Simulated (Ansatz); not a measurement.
# SnO2 (Cassiterite): band gap by G0W0 on HSE06

How far does one-shot GW move the HSE06 gap of SnO2 (Cassiterite)?

Calculated with Ansatz 0.2.0; HSE06, then G0W0 on it, plane waves, PAW.

**Experimental background.**

- Gap 3.6 eV: experimental gap quoted from earlier work; bulk crystal (quoted in “Study on the Photocatalytic Properties of Flower-Shaped SnO2”, 2022, pmc:9565917).

## Step 1: The starting structure

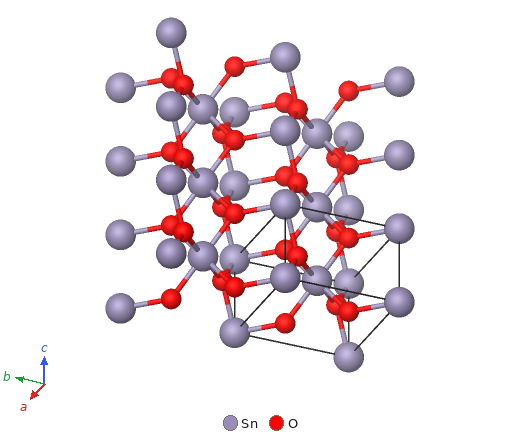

Start, viewed from a free direction; tin purple, oxygen red. 1×2×3 cells are drawn. Some periodic images of atoms are drawn too.

Structure file:

```cif
data_structure
_symmetry_space_group_name_H-M 'P4_2/mnm'
_symmetry_Int_Tables_number 136
_cell_length_a 4.7380
_cell_length_b 4.7380
_cell_length_c 3.1865
_cell_angle_alpha 90.000
_cell_angle_beta 90.000
_cell_angle_gamma 90.000
_cell_volume 71.53
loop_
_atom_site_label
_atom_site_type_symbol
_atom_site_symmetry_multiplicity
_atom_site_Wyckoff_symbol
_atom_site_fract_x
_atom_site_fract_y
_atom_site_fract_z
_atom_site_occupancy
Sn1 Sn 2 a 0.00000 0.00000 0.00000 1
O1 O 4 f 0.30710 0.30710 0.00000 1
```

The cell and positions come from the Crystallography Open Database and are kept as given unless a step says otherwise. The default PAW set here is soft_1. Its files were made with PBE.

## Step 2: HSE06 levels on the mesh and at listed points

HSE06 mixes in a quarter of exact exchange at short range.

This step: DFT, HSE06, plane waves, PAW.

Input file input.yaml:

```yaml
crystal:
  lattice:
    - [4.738, 0.0, 0.0]
    - [0.0, 4.738, 0.0]
    - [0.0, 0.0, 3.1865]
  atoms:
    - { symbol: Sn, position: [0.0, 0.0, 0.0] }
    - { symbol: Sn, position: [0.5, 0.5, 0.5] }
    - { symbol: O, position: [0.3071, 0.3071, 0.0] }
    - { symbol: O, position: [0.1929, 0.8071, 0.5] }
    - { symbol: O, position: [0.6929, 0.6929, 0.0] }
    - { symbol: O, position: [0.8071, 0.1929, 0.5] }
kpoints:
  mp_grid: { grid: [4, 4, 4] }
  band_path:
    path:
      - [0.0, 0.0, 0.0]
      - [0.0, 0.5, 0.0]
      - [0.5, 0.5, 0.0]
      - [0.0, 0.0, 0.5]
      - [0.0, 0.5, 0.5]
      - [0.5, 0.5, 0.5]
    npoints: 1
hamiltonian:
  xc: hse06
  pseudopotentials: { kind: paw, azcp: { folder: "./paw" } }
scf:
  occupations: { method: fixed }
  n_extra_bands: 6
output:
  eigenvalues: true
```

On the command line:

```
$ ansatz run input.yaml --threads 3 --pin off --max-ram 92160MiB --backend cuda --events-out ev --progress --plain --runs-dir out --devices 1 --max-vram 13GiB
```

Numbers of over 12 decimals in the logs are rounded to 6 here.

The program printed:

```text
scf.n_extra_bands = 6 over 26 filled bands (N_el = 52.0): the run solves 32 bands
GPUs: using 1 of 1 available (devices: 1).
Engine: ansatz 0.2.0, x86_64-unknown-linux-gnu
Pseudopotentials: kind: paw
Pseudopotential: Sn, paw, valence charge 14, recommended cutoff 420 eV (normal), <dir>
Pseudopotential: O, paw, valence charge 6, recommended cutoff 420 eV (normal), <dir>
Functional definition: HSE06
  parameter a = 0.25
  parameter omega = 0.11/bohr
  exchange = pbe_x - a*pbe_x_sr(omega) + a*exact_x_sr(omega)
  correlation = pbe_c
davidson cushion auto → on  (no smearing: the cushion is to keep the highest requested band from converging to the state above it; pin scf.eigensolver.cushion to override)
device memory: the entry about to start is reckoned to put 0.8 GiB on a device that reports 53.0 GiB free (of which the cap on the GPU budget leaves the run 13.0 GiB)
GPU FFT provider: cuFFT
GPU libraries: cuBLAS 13.8.2, cuFFT 12.4.0, cuSOLVER 12.3.4
Crystal: 6 atoms, lattice volume = 71.533 Å³
Basis set: ecut = 420 eV, 1411 PW (Γ)
Bands: 32, of which v1, the nominal top of the filled ones, is band 26 counted from 1 (25 counted from 0)
Symmetry: 16 space group operations
Space group: P42/mnm (ITA 136), of the structure as read, at distance tolerance 4.2e-5 Å
k-points: 18 of 64
Non-local potential: Sn, projectors of the file, l = 0: 2, l = 1: 2, l = 2: 2, l = 3: 1
Non-local potential: O, projectors of the file, l = 0: 2, l = 1: 2, l = 2: 1
PAW form: soft (Blöchl's): semilocal exchange-correlation on the pseudo side does not see the compensation charge
PAW frozen core: Sn, regenerated for the run's functional, and the local potential with it (the file was generated under x = pbe(κ = 0.804, μ = 0.219515), c = pbe(β = 0.066725))
PAW frozen core: O, regenerated for the run's functional, and the local potential with it (the file was generated under x = pbe(κ = 0.804, μ = 0.219515), c = pbe(β = 0.066725))
PAW one-centre angular grid: Sn, 590 points (default); XC on 64 Gauss nodes
PAW one-centre angular grid: O, 110 points (default); XC on 96 Gauss nodes
Initial density: superposition of atomic densities (chi_scale 0.1, normalization cell, long waves kept (reshape's long-wave potential 0.00 eV rms))
Initial wavefunctions: pseudopotential atomic-orbital guess
GPU buffer pool allocated for 24576 grid points (all kernels)
GPU transforms: local potential and band sums: pruned to the plane-wave sphere, on 32×32×24
Functional: x = pbe(κ = 0.804, μ = 0.219515), c = pbe(β = 0.066725), warm-up for x = pbe(κ = 0.804, μ = 0.219515) + 0.25 (exact − pbe) at short range (hse, ω = 0.207870 Å⁻¹), c = pbe(β = 0.066725); HSE06 as pw.x's `hse` composes it (authors' and Libxc's form: `xc: wpbeh`)
SCF iter   1: F=—  HF=-14318.814725 eV  |F-HF|=—  |Δ(HF+E_count)|=         —  Δρ=8.21e-2  dr2=3.79e0  ethr=1.00e-1  ⟨swp⟩=4.1  Hψ=1776  notcnv=0
preconditioner: auto → none  [insulator: Δε(μ)=1.750 eV  Ē_g=20.213 eV  n_scr=18 (ndim 8)  ℏωp=31.7 eV  f_vac=0.000]
SCF iter   2: F=—  HF=-14318.090300 eV  |F-HF|=—  |Δ(HF+E_count)|=   7.24e-1  Δρ=4.28e-2  dr2=5.58e-1  ethr=7.29e-3  ⟨swp⟩=3.6  Hψ=1554  notcnv=0  defer=2
SCF iter   3: F=—  HF=-14318.019975 eV  |F-HF|=—  |Δ(HF+E_count)|=   7.03e-2  Δρ=1.44e-2  dr2=1.04e-1  ethr=1.07e-3  ⟨swp⟩=3.1  Hψ=1529  notcnv=0
SCF iter   4: F=—  HF=-14318.029803 eV  |F-HF|=—  |Δ(HF+E_count)|=   9.83e-3  Δρ=7.59e-3  dr2=2.44e-2  ethr=2.00e-4  ⟨swp⟩=2.8  Hψ=1319  notcnv=0
iter 5 solved again at ethr=2.12e-6 eV; its pass at ethr=4.69e-5 eV (dr2=1.10e-3 eV) is discarded
SCF iter   5: F=—  HF=-14318.030670 eV  |F-HF|=—  |Δ(HF+E_count)|=   8.68e-4  Δρ=1.57e-3  dr2=1.07e-3  ethr=2.12e-6  ⟨swp⟩=3.9  Hψ=2972  notcnv=0
SCF iter   6: F=-14318.030919 eV  HF=-14318.030926 eV  |F-HF|=7.47e-6  |Δ(HF+E_count)|=   2.56e-4  Δρ=2.50e-4  dr2=2.34e-5  ethr=2.06e-6  ⟨swp⟩=3.1  Hψ=1442  notcnv=0  defer=1
SCF 1 stopped early in 6 iterations: F = -14318.030919 eV  dr2 = 2.34e-5
  greatest PAW one-centre occupation: 0.996 electrons in one spin orbital (limit 2), on the Sn atom at site 1 (counted from 0), in its partial waves of l = 2
device memory: the entry about to start is reckoned to put 1.3 GiB (of the 1.4 GiB reckoned in all, the device holds 0.1 GiB already) on a device that reports 53.7 GiB free (of which the cap on the GPU budget leaves the run 12.9 GiB)
GPU FFT provider: cuFFT
GPU libraries: cuBLAS 13.8.2, cuFFT 12.4.0, cuSOLVER 12.3.4
Initial density: handed on by an earlier stage of this run
Initial wavefunctions: those handed on with the density
GPU buffer pool allocated for 24576 grid points (all kernels)
GPU transforms: local potential and band sums: pruned to the plane-wave sphere, on 32×32×24
Functional: x = pbe(κ = 0.804, μ = 0.219515) + 0.25 (exact − pbe) at short range (hse, ω = 0.207870 Å⁻¹), c = pbe(β = 0.066725); HSE06 as pw.x's `hse` composes it (authors' and Libxc's form: `xc: wpbeh`)
Exchange kernel: α = 0.2500, screened, ω = 0.2079 Å⁻¹, Wigner–Seitz truncation, v(0) = 1027.7282 eV·Å³, q-mesh 4×4×4, nearest image of the exchange supercell L = 12.75 Å, pair-density grid 30×30×20, without the augmentation charges, whose exchange is taken in its separable form by FFT convolution over the k-point mesh (sized by the pseudopotential files, 32×32×24 at the most), smooth part of the exact exchange by density-matrix convolution in up to 1.97 GiB of GPU memory as planned if the GPU has room (build and FFT work areas not counted)
Frozen-core exchange: fock
SCF iter   1: F=—  HF=-14325.688267 eV  |F-HF|=—  |Δ(HF+E_count)|=         —  Δρ=9.57e-3  dr2=4.47e-2  ethr=4.51e-7  ⟨swp⟩=8.3  Hψ=3332  notcnv=0
preconditioner: auto → none  [insulator: Δε(μ)=3.031 eV  Ē_g=22.468 eV  n_scr=18 (ndim 8)  ℏωp=31.7 eV  f_vac=0.027]
SCF iter   2: F=—  HF=-14325.673601 eV  |F-HF|=—  |Δ(HF+E_count)|=   1.47e-2  Δρ=2.55e-3  dr2=5.00e-3  ethr=4.51e-7  ⟨swp⟩=5.1  Hψ=2300  notcnv=0
SCF iter   3: F=—  HF=-14325.696314 eV  |F-HF|=—  |Δ(HF+E_count)|=   2.27e-2  Δρ=1.29e-3  dr2=9.50e-4  ethr=4.51e-7  ⟨swp⟩=5.3  Hψ=2473  notcnv=0  defer=2
SCF iter   4: F=—  HF=-14325.696012 eV  |F-HF|=—  |Δ(HF+E_count)|=   3.03e-4  Δρ=8.59e-5  dr2=3.31e-5  ethr=4.51e-7  ⟨swp⟩=3.1  Hψ=1768  notcnv=0
SCF iter   5: F=-14325.696245 eV  HF=-14325.696254 eV  |F-HF|=8.54e-6  |Δ(HF+E_count)|=   2.42e-4  Δρ=1.37e-4  dr2=1.24e-5  ethr=3.80e-9  ⟨swp⟩=6.4  Hψ=2544  notcnv=0  defer=7
SCF 2 stopped early in 5 iterations: F = -14325.696245 eV  dr2 = 1.24e-5
  greatest PAW one-centre occupation: 0.996 electrons in one spin orbital (limit 2), on the Sn atom at site 0 (counted from 0), in its partial waves of l = 2
hybrid outer 1: dexx = +2.499e-2 eV, tail = 1.26e-4 eV
GPU FFT provider: cuFFT
GPU libraries: cuBLAS 13.8.2, cuFFT 12.4.0, cuSOLVER 12.3.4
GPU buffer pool allocated for 24576 grid points (all kernels)
GPU transforms: local potential and band sums: pruned to the plane-wave sphere, on 32×32×24
Exchange kernel: α = 0.2500, screened, ω = 0.2079 Å⁻¹, Wigner–Seitz truncation, v(0) = 1027.7282 eV·Å³, q-mesh 4×4×4, nearest image of the exchange supercell L = 12.75 Å, pair-density grid 30×30×20, without the augmentation charges, whose exchange is taken in its separable form by FFT convolution over the k-point mesh (sized by the pseudopotential files, 32×32×24 at the most), smooth part of the exact exchange by density-matrix convolution in up to 1.97 GiB of GPU memory as planned if the GPU has room (build and FFT work areas not counted)
Frozen-core exchange: fock
SCF iter   1: F=—  HF=-14325.695403 eV  |F-HF|=—  |Δ(HF+E_count)|=         —  Δρ=5.24e-5  dr2=1.32e-6  ethr=1.21e-6  ⟨swp⟩=3.6  Hψ=1374  notcnv=0
preconditioner: auto → none  [insulator: Δε(μ)=3.041 eV  Ē_g=22.502 eV  n_scr=18 (ndim 8)  ℏωp=31.7 eV  f_vac=0.035]
SCF iter   2: F=—  HF=-14325.695407 eV  |F-HF|=—  |Δ(HF+E_count)|=   4.13e-6  Δρ=2.37e-5  dr2=2.89e-7  ethr=1.69e-9  ⟨swp⟩=5.3  Hψ=2378  notcnv=0  defer=4
iter 3 solved again at ethr=3.11e-11 eV; its pass at ethr=4.62e-10 eV (dr2=1.62e-8 eV) is discarded
SCF iter   3: F=-14325.695407 eV  HF=-14325.695407 eV  |F-HF|=1.99e-9  |Δ(HF+E_count)|=   3.24e-8  Δρ=8.67e-6  dr2=2.55e-8  ethr=3.11e-11  ⟨swp⟩=3.9  Hψ=2922  notcnv=0
SCF 3 converged in 3 iterations: F = -14325.695407 eV  dr2 = 2.55e-8
hybrid outer 2: dexx = +2.586e-6 eV, tail = 1.09e-7 eV, Δε = 4.46e-3 eV (about 1.81e-4 eV left of the loop's levels)
device memory: the entry about to start is reckoned to put 0.4 GiB on a device that reports 69.3 GiB free (of which the cap on the GPU budget leaves the run 13.0 GiB)
NSCF: frozen V_eff on 6 k-points
hybrid SCF converged: 2 outer / 8 inner (+6 warm-up), last move |dexx| = 2.59e-6 eV, tail = 1.09e-7 eV
Stability not checked: this state was not tested for a lower state beside it, because the functional holds exact exchange (a hybrid, or Hartree-Fock), whose exchange loop this test does not read (fock_operator; see scf.lower_state_search)
Free energy (F): -14325.695407 eV
Frozen-core exchange: fock
Harris-Foulkes:  -14325.695407 eV  (|F-HF|=1.99e-9)
Internal energy: -14325.695407 eV  (E = F + TS)
E sigma→0 (E₀):  -14325.695407 eV
Fermi energy:    8.223238 eV
--- Per-component energies (eV) ---
  E_band       = -217.288968
  E_kinetic    = 1023.424820
  E_local      = -3158.577976  (includes V_loc(G=0)·N_el)
  E_nonlocal   = 491.081904
  E_hartree    = 1447.588895
  E_xc         = -430.137566
  E_vxc        = -418.889028  (∫ρ·V_xc dr)
  E_exx        = -152.405163  (= α·E_x^exact, valence–valence)
  E_paw        = -9364.233593  (= ΣΔE_a)
  E_vpaw       = -744.697830  (= ΣTr[D̂ρ^β])
  E_aug_tail   = 0.003939  (compensation charges beyond the density's cutoff)
  E_ewald      = -4182.851779
  E_core_change = 0.411113  (= ΣΔE_core)
  E_smearing   = -0.000000  (= −TS)
  E_closure    = -0.000000  (closes the sum)
  Σ components = -14325.695407   (vs F -14325.695407, Δ=0.00e0)
--- Band table (eV; the first three rows and the last of 18) ---
  k-point 0: bands = [... 22 lower, 7.2037, 7.5129, 7.5129, 8.2232, 11.2634, 16.4246, 16.4726, 16.4726, ... 2 higher]
  k-point 1: bands = [... 22 lower, 5.8753, 7.4275, 7.4275, 7.6896, 13.9429, 17.3821, 18.7124, 18.7124, ... 2 higher]
  k-point 2: bands = [... 22 lower, 6.4624, 6.4624, 6.8751, 6.8751, 16.6159, 16.6159, 20.0697, 20.0697, ... 2 higher]
  k-point 17: bands = [... 22 lower, 7.2581, 7.2581, 7.3193, 7.3193, 15.1395, 15.1395, 19.0695, 19.0695, ... 2 higher]
```

It took 35 s on 1 × NVIDIA H100 80GB HBM3 (shared by 6 runs) with 3 threads of AMD EPYC 7R13 (Zen 3), shared host; peak memory 1.3 GiB; 17 s of CPU time.

Reading the cycles: dr2 is the Hartree energy of the density residual (eV), the measure of convergence; HF is the Harris–Foulkes estimate of the energy, which meets the free energy F at convergence.

This step gave:

```yaml
gap: 3.040 eV
valence_top_at: Γ
conduction_bottom_at: Γ
least_direct_gap: 3.040 eV
exact_exchange_fraction: 0.25
```

Over mesh and listed points the gap is 3.040 eV, direct, at k = Γ.

(Continued in part 2 of 2.)

[Paths, hosts, dates, memory and timing lines, banners, echoed tables and standing remarks are left out of the program output.]

[Logs are printed without paths, hosts, clocks, repeated set-up lines and the standing remarks that a program may print on its own settings, such as how far it seeks lower states.]

[Runs of the session that timed out or met a known fault of the program may be left out.]

[Cells called generated may have been cut or substituted from an entry of the Crystallography Open Database or the Materials Project.]

[Hosts, paths, dates, database ids (printed as entryN), source tags and the programs' standing remarks are cut or masked in the printed files.]

[Where an RPA ε∞ is given, it is that of the G0W0 mesh and is not shown converged in it. Names of k-points follow the symmetry that the program found, which can be lower than the space group named. Band edges on a path are those of the sampled points; other points can move an edge, and change direct to indirect where valleys lie close.]

[Hybrid gaps are those of their k-mesh and are not shown converged in it.]
